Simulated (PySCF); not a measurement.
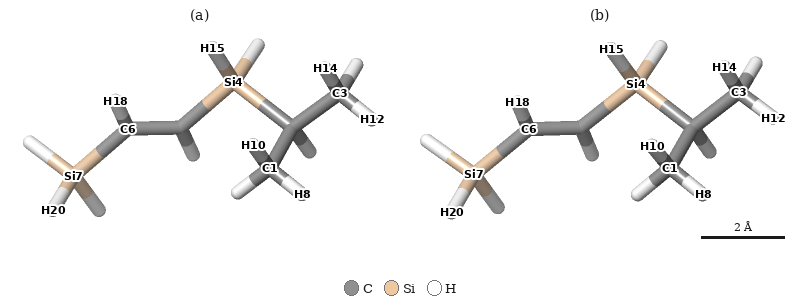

The structure of C₅H₁₄Si₂ before (left) and after (right) a relaxation, at one scale.

Style: stick. Shown at a tilt.

The start comes from GFN2-xTB. Its atoms were then displaced at random by about 0.01 Å.

All numbers below come from PBE0-D3(BJ)/def2-SVP geometry optimisation, gas phase in PySCF. 

Question: What changed between the two?

Answer: After 5 geometry steps the energy has fallen by 0.242 eV. The largest move after the best rigid fit is that of an H atom, 0.11 Å. Largest moves by element: H 0.11 Å, Si 0.08 Å, C 0.06 Å. Among the contacts that change: H–Si 1.445 → 1.497 Å, C–Si 1.942 → 1.897 Å, C–H 1.064 → 1.103 Å, H–Si 1.470 → 1.495 Å. Among the angles between lasting bonds that change: C–Si–H 112.2° → 108.0°, C–Si–H 107.7° → 110.7°, C–Si–C 108.0° → 111.0°.
